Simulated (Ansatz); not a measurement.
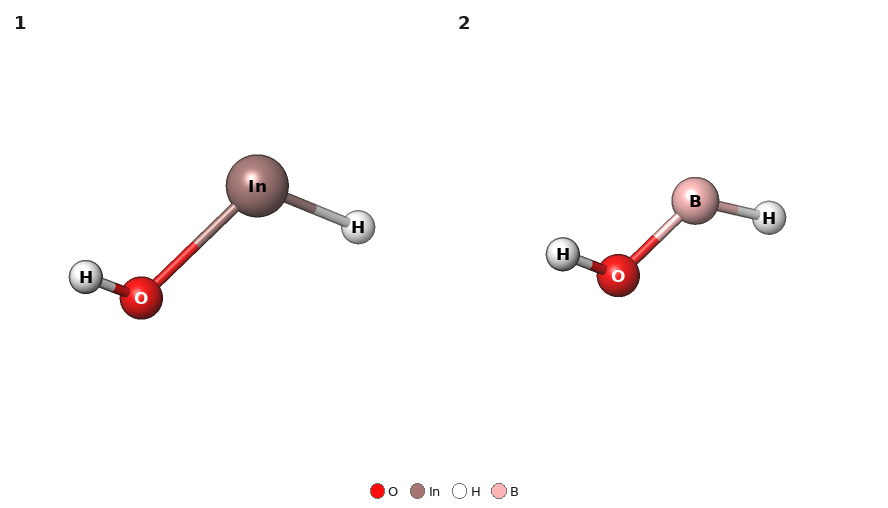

2 molecules with one skeleton, seen from the same side and at one scale. Each species is neutral and a spin doublet. Computed geometries: PBE0-D4/def2-TZVP optimisations, one conformation each. Properties computed with Ansatz 0.2.0. Elements past Kr carry core potentials.

One atom differs, called X below: In in panel 1, B in panel 2. Their formulas are H2InO (`[OH][InH]`), BH2O (`[BH]O`).

In which is the length of X–H larger (PBE0-D4/def2-TZVP)?

Answer. In panel 1 (X = In).

In which is the dipole moment larger (B3LYP-D4/def2-TZVPP)?

Answer. In panel 1 (X = In).

Give the values. With PBE0-D4/def2-TZVP: length of X–H (Å), length of X–O (Å), angle O–X–H (°), harmonic zero-point energy (kJ/mol). With B3LYP-D4/def2-TZVPP: dipole moment (D).

```json
{"quantity": "length of X–H (Å)", "1 (In)": "1.767", "2 (B)": "1.201", "2 − 1": "−0.566"}
{"quantity": "length of X–O (Å)", "1 (In)": "2.003", "2 (B)": "1.333", "2 − 1": "−0.670"}
{"quantity": "angle O–X–H (°)", "1 (In)": "113.8", "2 (B)": "121.0", "2 − 1": "+7.2"}
{"quantity": "dipole moment (D)", "1 (In)": "2.04", "2 (B)": "1.40", "2 − 1": "−0.64"}
{"quantity": "harmonic zero-point energy (kJ/mol)", "1 (In)": "45.0", "2 (B)": "63.0", "2 − 1": "+18.0"}
```
